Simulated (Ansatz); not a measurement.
# Run report: C$_{2}$H$_{6}$BFN$_{2}$, geometry relaxation (part 1 of 2)

The run: geometry relaxation of C$_{2}$H$_{6}$BFN$_{2}$, SMILES N=CC(N)BF. Method and program: RKS r2SCAN-D4/STO-3G (Ansatz 0.2.0).

It belongs to a series of runs on one base structure; here: end point B relaxed. Figures and captions count atoms from 1; the log counts them from 0 in places.

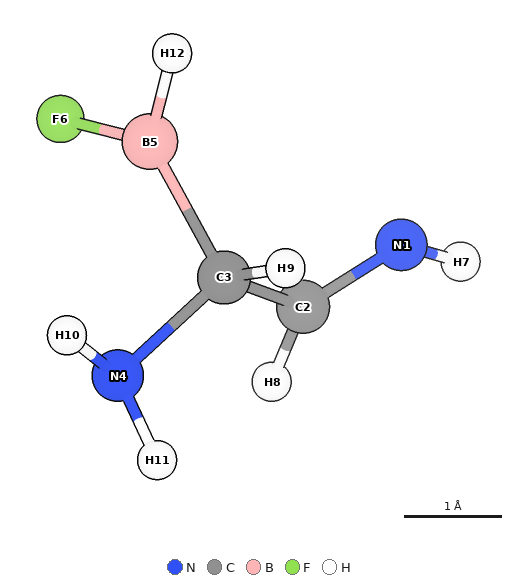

Figure 1. The input geometry (ball-and-stick view, seen at a tilt; atoms are numbered from 1 in the order of the input).

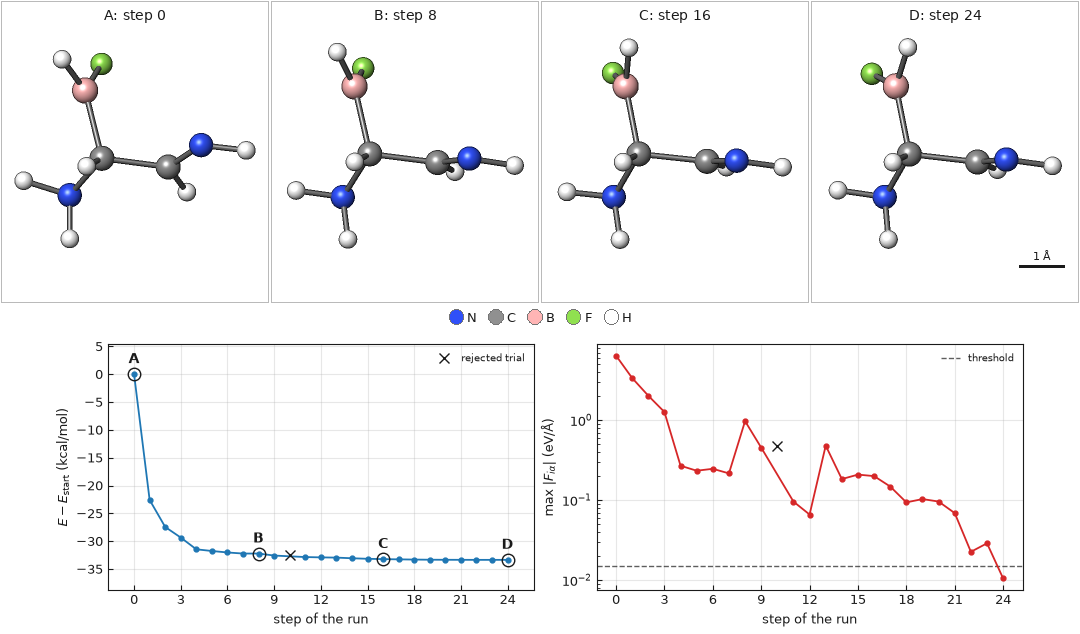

Figure 2. Frames of the relaxation (ball-and-stick view, seen at a tilt) above the curves, on which the letters mark them (the first geometry is step 0 here and step 1 in the log).

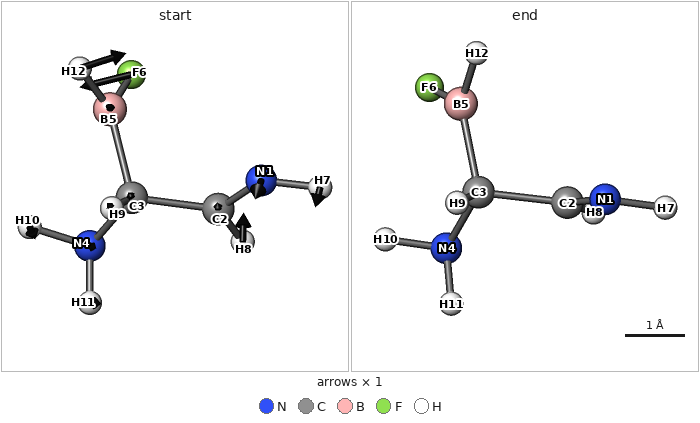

Figure 3. Before (left) and after (right) the relaxation, at one scale (ball-and-stick view, seen at a tilt). The black arrows give the displacements, at true length. The atom that moves furthest after the best rigid fit is F6 (0.92 Å). Largest moves by element: F 0.92 Å, H 0.86 Å, N 0.49 Å, B 0.13 Å, C 0.13 Å. Among the contacts that change: B5–F6 1.451 → 1.310 Å, N1–C2 1.228 → 1.315 Å, C3–H9 1.056 → 1.114 Å, N1–H7 1.022 → 1.078 Å. Among the angles that change: C2–N1–H7 124.8° → 105.3°, N1–C2–H8 119.7° → 126.1°, N4–C3–B5 104.7° → 111.0°. The energy falls by 33.4 kcal/mol in 24 geometry steps. Largest force component: 6.4 eV/Å at the start, 0.01 eV/Å at the end. The line search rejected the trial step at point 10 (counted from 0) and went back. (Atoms are counted from 1 in the order of the input.)

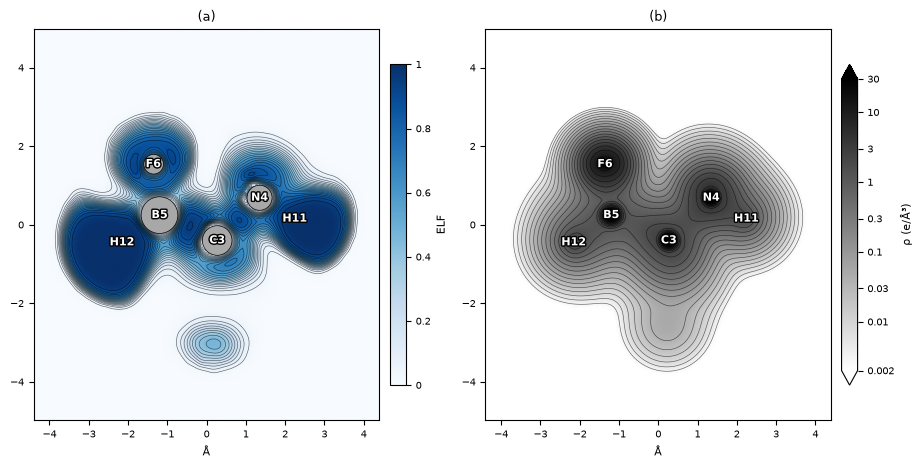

Figure 4. (a) electron localisation function; (b) total electron density on the plane of atoms N4, C3 and B5. Grey discs, where drawn, cover atomic cores. The plane passes through C, N, B, F and H nuclei. B–F (1.31 Å): ρ at the midpoint is about 2.2 e/Å³; the ELF peaks at about 0.80 between the atoms (a polar covalent bond). C–B (1.60 Å): ρ at the midpoint is about 1.3 e/Å³; the ELF peaks at about 0.95 between the atoms, as expected for localised, shared-pair bonding.

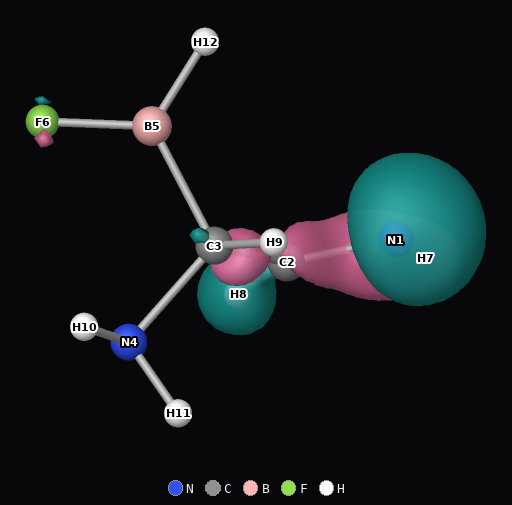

Figure 5. One frontier orbital at ±0.2 Å⁻³ᐟ² (teal and pink are the two phases), seen at a tilt. The HOMO−1, at −3.98 eV.

These pictures come from the run below.

The input
```yaml
crystal:
  periodic: [false, false, false]
  atoms:
    - { symbol: "N", position_ang: [-1.6338, 0.3668, 1.195] }
    - { symbol: C, position_ang: [-0.7925, -0.351, 0.6602] }
    - { symbol: C, position_ang: [-0.057, 0.1031, -0.5713] }
    - { symbol: "N", position_ang: [0.7964, -0.9972, -1.156] }
    - { symbol: B, position_ang: [0.9844, 1.2747, -0.197] }
    - { symbol: F, position_ang: [2.0398, 1.0747, 0.7789] }
    - { symbol: H, position_ang: [-2.1862, 0.1066, 2.0148] }
    - { symbol: H, position_ang: [-0.5614, -1.3107, 1.0864] }
    - { symbol: H, position_ang: [-0.7401, 0.5066, -1.2688] }
    - { symbol: H, position_ang: [1.30559, -0.47524, -1.97026] }
    - { symbol: H, position_ang: [0.1949, -1.67977, -1.62538] }
    - { symbol: H, position_ang: [0.8684, 2.3584, -0.6485] }
basis:
  gaussian: { orbitals: STO-3G }
hamiltonian:
  xc: r2scan
  dispersion: d4
relax:
  f_tol: 0.015
  max_steps: 40
output:
  orbitals: {}
```

Launch command:
```bash
ansatz run input.yaml --threads 1 --pin off --max-ram 2048MiB --backend cpu --events-out ev --progress --plain --runs-dir out
```

Log
```
The last accepted step is kept in [file] (removed where the run ends without a failure and the disk answers)
Engine: ansatz 0.2.0, aarch64-unknown-linux-gnu
Functional definition: r2SCAN
  parameter k0 = 0.174
  parameter k1 = 0.065
  parameter a1 = 4.9479
  exchange = r2scan_x(k0 = k0, k1 = k1, a1 = a1)
  correlation = r2scan_c
551 factors; integrals over basis functions are off by at most 1.6e-5 eV
mean field evaluation 1: about -8425.2568 eV, gradient 2.4e1 eV
mean field evaluation 2: about -8420.2522 eV, gradient 4.9e1 eV
mean field evaluation 4: about -8427.0343 eV, gradient 1.6e0 eV
mean field evaluation 8: about -8426.8975 eV, gradient 3.1e-2 eV
mean field -8426.89746447 eV, -309.6827698631 hartree, gradient 5.7e-5 eV, S^2 0.000000; 0 other end points of the search recorded, 0 dependent functions left out
the calculation of the forces begins
reference -8426.89747065 eV, -309.6827700902 hartree; 23, 23 occupied and 13, 13 virtual orbitals, 551 factors
relax step   1: F+E_penalty+E_count = -8426.95581581 eV  Δ(F+E_penalty+E_count) = +0.000e0 eV  max|allowed force component| = 6.414e0 eV/Å  Δτ_max = 0.0000 Å  (23 SCF iters, accepted)
these checks for a lower state are left out or cut short: starts, cluster_reference, orbital_swaps, neighbouring_geometries, increment
551 factors; integrals over basis functions are off by at most 1.8e-5 eV
mean field evaluation 16: about -8428.0262 eV, gradient 8.4e-1 eV
mean field -8427.87729114 eV, -309.7187778291 hartree, gradient 1.2e-5 eV, S^2 0.000000; 0 other end points of the search recorded, 0 dependent functions left out
[... from here on the field's lines of each further geometry are left out, up to the last ...]
relax step   2: F+E_penalty+E_count = -8427.93534952 eV  Δ(F+E_penalty+E_count) = -9.795e-1 eV  max|allowed force component| = 3.366e0 eV/Å  Δτ_max = 0.1483 Å  (31 SCF iters, accepted)
relax step   3: F+E_penalty+E_count = -8428.14594941 eV  Δ(F+E_penalty+E_count) = -2.106e-1 eV  max|allowed force component| = 2.022e0 eV/Å  Δτ_max = 0.1951 Å  (32 SCF iters, accepted)
relax step   4: F+E_penalty+E_count = -8428.22852222 eV  Δ(F+E_penalty+E_count) = -8.257e-2 eV  max|allowed force component| = 1.266e0 eV/Å  Δτ_max = 0.2000 Å  (27 SCF iters, accepted)
relax step   5: F+E_penalty+E_count = -8428.32004731 eV  Δ(F+E_penalty+E_count) = -9.153e-2 eV  max|allowed force component| = 2.694e-1 eV/Å  Δτ_max = 0.1119 Å  (27 SCF iters, accepted)
relax step   6: F+E_penalty+E_count = -8428.33312175 eV  Δ(F+E_penalty+E_count) = -1.307e-2 eV  max|allowed force component| = 2.333e-1 eV/Å  Δτ_max = 0.0667 Å  (27 SCF iters, accepted)
relax step   7: F+E_penalty+E_count = -8428.34463535 eV  Δ(F+E_penalty+E_count) = -1.151e-2 eV  max|allowed force component| = 2.467e-1 eV/Å  Δτ_max = 0.1232 Å  (26 SCF iters, accepted)
relax step   8: F+E_penalty+E_count = -8428.35300936 eV  Δ(F+E_penalty+E_count) = -8.374e-3 eV  max|allowed force component| = 2.161e-1 eV/Å  Δτ_max = 0.0655 Å  (26 SCF iters, accepted)
relax step   9: F+E_penalty+E_count = -8428.35309209 eV  Δ(F+E_penalty+E_count) = -8.273e-5 eV  max|allowed force component| = 9.727e-1 eV/Å  Δτ_max = 0.1316 Å  (27 SCF iters, accepted)
relax step  10: F+E_penalty+E_count = -8428.36868050 eV  Δ(F+E_penalty+E_count) = -1.559e-2 eV  max|allowed force component| = 4.540e-1 eV/Å  Δτ_max = 0.1636 Å  (26 SCF iters, accepted)
relax step  11: F+E_penalty+E_count = -8428.36538842 eV  Δ(F+E_penalty+E_count) = +3.292e-3 eV  max|allowed force component| = 4.804e-1 eV/Å  Δτ_max = 0.0610 Å  (27 SCF iters, rejected (line search))
relax step  12: F+E_penalty+E_count = -8428.38030591 eV  Δ(F+E_penalty+E_count) = -1.163e-2 eV  max|allowed force component| = 9.595e-2 eV/Å  Δτ_max = 0.0294 Å  (27 SCF iters, accepted)
relax step  13: F+E_penalty+E_count = -8428.38289558 eV  Δ(F+E_penalty+E_count) = -2.590e-3 eV  max|allowed force component| = 6.609e-2 eV/Å  Δτ_max = 0.0496 Å  (27 SCF iters, accepted)
relax step  14: F+E_penalty+E_count = -8428.38466420 eV  Δ(F+E_penalty+E_count) = -1.769e-3 eV  max|allowed force component| = 4.808e-1 eV/Å  Δτ_max = 0.1493 Å  (27 SCF iters, accepted)
relax step  15: F+E_penalty+E_count = -8428.38973544 eV  Δ(F+E_penalty+E_count) = -5.071e-3 eV  max|allowed force component| = 1.835e-1 eV/Å  Δτ_max = 0.1101 Å  (26 SCF iters, accepted)
relax step  16: F+E_penalty+E_count = -8428.39385528 eV  Δ(F+E_penalty+E_count) = -4.120e-3 eV  max|allowed force component| = 2.087e-1 eV/Å  Δτ_max = 0.0280 Å  (27 SCF iters, accepted)
relax step  17: F+E_penalty+E_count = -8428.39642827 eV  Δ(F+E_penalty+E_count) = -2.573e-3 eV  max|allowed force component| = 1.998e-1 eV/Å  Δτ_max = 0.0440 Å  (27 SCF iters, accepted)
relax step  18: F+E_penalty+E_count = -8428.39824347 eV  Δ(F+E_penalty+E_count) = -1.815e-3 eV  max|allowed force component| = 1.480e-1 eV/Å  Δτ_max = 0.0474 Å  (27 SCF iters, accepted)
relax step  19: F+E_penalty+E_count = -8428.39996378 eV  Δ(F+E_penalty+E_count) = -1.720e-3 eV  max|allowed force component| = 9.383e-2 eV/Å  Δτ_max = 0.0485 Å  (27 SCF iters, accepted)
relax step  20: F+E_penalty+E_count = -8428.40111746 eV  Δ(F+E_penalty+E_count) = -1.154e-3 eV  max|allowed force component| = 1.032e-1 eV/Å  Δτ_max = 0.0506 Å  (27 SCF iters, accepted)
relax step  21: F+E_penalty+E_count = -8428.40165217 eV  Δ(F+E_penalty+E_count) = -5.347e-4 eV  max|allowed force component| = 9.606e-2 eV/Å  Δτ_max = 0.0490 Å  (27 SCF iters, accepted)
relax step  22: F+E_penalty+E_count = -8428.40191185 eV  Δ(F+E_penalty+E_count) = -2.597e-4 eV  max|allowed force component| = 6.882e-2 eV/Å  Δτ_max = 0.0354 Å  (27 SCF iters, accepted)
relax step  23: F+E_penalty+E_count = -8428.40222007 eV  Δ(F+E_penalty+E_count) = -3.082e-4 eV  max|allowed force component| = 2.260e-2 eV/Å  Δτ_max = 0.0249 Å  (29 SCF iters, accepted)
relax step  24: F+E_penalty+E_count = -8428.40223743 eV  Δ(F+E_penalty+E_count) = -1.736e-5 eV  max|allowed force component| = 2.887e-2 eV/Å  Δτ_max = 0.0061 Å  (22 SCF iters, accepted)
the calculation of the forces begins
reference -8428.34467619 eV, -309.7359539128 hartree; 23, 23 occupied and 13, 13 virtual orbitals, 552 factors
relax step  25: F+E_penalty+E_count = -8428.40228414 eV  Δ(F+E_penalty+E_count) = -4.671e-5 eV  max|allowed force component| = 1.050e-2 eV/Å  Δτ_max = 0.0068 Å  (22 SCF iters, accepted)
552 factors; integrals over basis functions are off by at most 3.0e-5 eV
mean field evaluation 192: about -8428.3446 eV, gradient 9.1e-2 eV
mean field -8428.34467007 eV, -309.7359536880 hartree, gradient 1.3e-5 eV, S^2 0.000000; 1 other end points of the search recorded, 0 dependent functions left out
the calculation of the forces begins
reference -8428.34467619 eV, -309.7359539128 hartree; 23, 23 occupied and 13, 13 virtual orbitals, 552 factors
Total energy: -8428.40229026 eV, -309.7380711909 hartree
Atom 0 at    -1.979704     0.302628     0.862567 Å, force    -0.003570     0.001326    -0.003749 eV/Å
Atom 1 at    -0.785302    -0.215824     0.675442 Å, force    -0.004179    -0.002818    -0.008072 eV/Å
Atom 2 at     0.041960     0.164850    -0.569388 Å, force    -0.007200     0.005554     0.004238 eV/Å
Atom 3 at     0.774178    -1.094139    -1.042348 Å, force     0.005771    -0.005139     0.003985 eV/Å
Atom 4 at     1.082233     1.306364    -0.133084 Å, force     0.010499    -0.000432    -0.002216 eV/Å
Atom 5 at     2.365761     1.047504    -0.096711 Å, force    -0.005350     0.002311    -0.000171 eV/Å
Atom 6 at    -2.328033    -0.114548     1.793194 Å, force     0.000092     0.000122     0.003980 eV/Å
Atom 7 at    -0.272297    -0.938313     1.347064 Å, force     0.006019    -0.003858     0.005166 eV/Å
Atom 8 at    -0.670716     0.591591    -1.311070 Å, force     0.001795     0.001786    -0.001401 eV/Å
Atom 9 at     1.293653    -0.768872    -1.910747 Å, force     0.000242     0.001245    -0.001781 eV/Å
Atom 10 at     0.006838    -1.686126    -1.479793 Å, force    -0.004312    -0.002068    -0.001424 eV/Å
Atom 11 at     0.689919     2.381874     0.162933 Å, force     0.000193     0.001971     0.001446 eV/Å
Dipole moment:     0.136193    -0.108737    -0.110581 e Å
```

Trajectory as extended XYZ (Å, eV, eV/Å), 25 frames, from step=1 to step=25
```
12
Properties=species:S:1:pos:R:3:forces:R:3 step=1 energy=-8426.95582
N    -1.6338    0.3668    1.1950   -3.9181   6.4139   0.0301
C    -0.7925   -0.3510    0.6602    2.0598  -3.3241  -0.3589
C    -0.0570    0.1031   -0.5713    2.5970  -0.0670   0.3889
N     0.7964   -0.9972   -1.1560    2.5648   1.3994   0.0498
B     0.9844    1.2747   -0.1970    3.3820  -0.3970   3.9809
F     2.0398    1.0747    0.7789   -3.9665   0.5424  -3.7603
H    -2.1862    0.1066    2.0148   -0.1660  -1.5688   1.4407
H    -0.5614   -1.3107    1.0864    1.1366  -1.8708  -0.0253
H    -0.7401    0.5066   -1.2688   -1.7839   0.8551  -1.4277
H     1.3056   -0.4752   -1.9703   -0.7521  -1.1395   0.7786
H     0.1949   -1.6798   -1.6254   -1.3299  -0.8585  -1.0094
H     0.8684    2.3584   -0.6485    0.1763   0.0149  -0.0873
12
Properties=species:S:1:pos:R:3:forces:R:3 step=2 energy=-8427.93535
N    -1.7497    0.3714    1.1670   -0.6740   2.2712  -0.8683
C    -0.8047   -0.3472    0.6532   -0.1696  -1.3027   1.1997
C    -0.0201    0.1504   -0.5682   -0.1170   0.4266   0.0070
N     0.8280   -0.9954   -1.1140    0.5418  -0.0776   0.0284
B     0.9448    1.3556   -0.1073    3.3662  -0.9900   0.3426
F     2.0536    1.0384    0.6357   -2.5181   0.7475  -1.1187
H    -2.2219    0.0200    2.0471    0.4344  -1.1480   0.1755
H    -0.4752   -1.3303    1.0664    0.3077  -0.0183  -0.1658
H    -0.7497    0.5443   -1.2954   -0.2556   0.1135  -0.2570
H     1.3202   -0.5918   -1.9720   -0.2180   0.0036   0.2417
H     0.1377   -1.6567   -1.5699   -0.2321   0.0096  -0.0559
H     0.9555    2.4182   -0.6447   -0.4657  -0.0355   0.4709
12
Properties=species:S:1:pos:R:3:forces:R:3 step=3 energy=-8428.14595
N    -1.7630    0.4151    1.1517    0.3992  -0.4653  -0.2876
C    -0.7721   -0.3197    0.6517   -0.4649  -0.1459   1.0485
C     0.0079    0.1691   -0.6036   -0.5590   0.5449  -0.5107
N     0.8149   -1.0362   -1.1139   -0.8759  -0.7954  -0.1801
B     1.0133    1.3576   -0.1846    1.5401   0.0777   2.0224
F     1.9306    1.0853    0.7798   -1.4171   0.4182  -1.6945
H    -2.1930   -0.0802    2.0295    0.7313  -0.0656  -0.6771
H    -0.3637   -1.3002    1.0686   -0.3957   0.8026  -0.2975
H    -0.7551    0.5551   -1.3437    0.4983  -0.2433   0.3815
H     1.2752   -0.7056   -2.0099    0.0811   0.3374  -0.1317
H     0.0362   -1.6588   -1.5414    0.6318   0.3116   0.3677
H     0.9872    2.4956   -0.5860   -0.1692  -0.7769  -0.0409
12
Properties=species:S:1:pos:R:3:forces:R:3 step=4 energy=-8428.22852
N    -1.7524    0.4391    1.0848   -0.3700   0.2432   0.6632
C    -0.7388   -0.2603    0.6500    0.1491  -0.5860  -1.0199
C    -0.0224    0.1741   -0.6479    0.3767  -0.5442   0.4321
N     0.8071   -1.0284   -1.1436   -0.0802   0.2521   0.1277
B     0.9728    1.3065   -0.0838   -0.7561  -0.1976  -1.2661
F     1.7826    0.9879    0.8727    0.7270   0.1139   0.6597
H    -2.0138   -0.0358    2.0141   -0.3152   0.0227   0.0395
H    -0.3075   -1.1885    1.0933    0.0532   0.2315   0.1903
H    -0.7559    0.5573   -1.3854    0.0178   0.1006   0.0661
H     1.2514   -0.6539   -2.0346   -0.0324  -0.0937  -0.0579
H     0.0753   -1.6897   -1.5415   -0.0326   0.0121  -0.0984
H     0.9201    2.3688   -0.5801    0.2628   0.4455   0.2636
12
Properties=species:S:1:pos:R:3:forces:R:3 step=5 energy=-8428.32005
N    -1.7713    0.4235    1.1059   -0.2345  -0.2003   0.0880
C    -0.7686   -0.2914    0.6440    0.2694   0.0017   0.0275
C    -0.0063    0.1697   -0.6220   -0.0909  -0.0891   0.0487
N     0.8004   -1.0370   -1.1337   -0.1337  -0.0585  -0.0071
B     1.0005    1.3251   -0.1236    0.0072  -0.1519  -0.0304
F     1.8680    1.0314    0.8149    0.0365   0.1644  -0.1020
H    -2.1066   -0.0856    1.9994    0.1196   0.0918  -0.1242
H    -0.3082   -1.1931    1.1216   -0.2011   0.1378  -0.0869
H    -0.7402    0.5648   -1.3593    0.0886   0.0050   0.0812
H     1.2479   -0.6706   -2.0263    0.0102   0.0180  -0.0333
H     0.0513   -1.6775   -1.5452    0.0815   0.0886   0.0489
H     0.9515    2.4177   -0.5776    0.0471  -0.0075   0.0895
12
Properties=species:S:1:pos:R:3:forces:R:3 step=6 energy=-8428.33312
N    -1.8048    0.3949    1.0918    0.0385  -0.0354   0.0280
C    -0.7703   -0.2916    0.6524    0.0007  -0.0257   0.0534
C     0.0011    0.1709   -0.6062   -0.1064   0.0233   0.0222
N     0.7980   -1.0366   -1.1260   -0.0800  -0.0883  -0.0288
B     1.0186    1.3303   -0.1365    0.1809  -0.0823   0.2286
F     1.9202    1.0536    0.7797   -0.1338   0.0930  -0.2333
H    -2.1281   -0.1022    1.9945    0.0486  -0.0382  -0.1505
H    -0.3289   -1.2019    1.1250   -0.0368   0.1405  -0.0018
H    -0.7316    0.5715   -1.3401    0.0422   0.0144   0.0355
H     1.2413   -0.6709   -2.0214    0.0119   0.0240  -0.0078
H     0.0425   -1.6690   -1.5353    0.0526   0.0385   0.0384
H     0.9603    2.4280   -0.5797   -0.0184  -0.0638   0.0162
```
